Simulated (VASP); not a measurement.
Band structure of CaSe (relaxed from the rock salt structure, space group Fm-3m). Computed with PBE GGA, VASP's PBE PAW potentials (set 64) (plane waves; VASP).

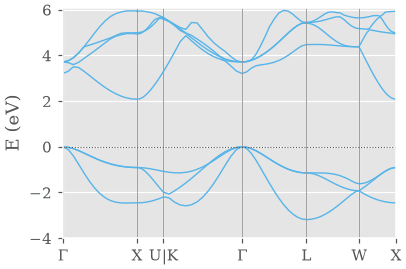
*Bands along high-symmetry lines, zero at the valence-band maximum or, without a gap, the Fermi level*

Task: Read the plot: is there a gap, and where are the band edges?

Result: The gap is indirect, 2.08 eV, from the valence maximum at Γ to the conduction minimum at X. (Edges off the drawn lines would not show.)

The structure was generated: CaSe was put into the rock salt type (Fm-3m), which need not be its known phase. It was relaxed first, which changed the volume by -19 %.
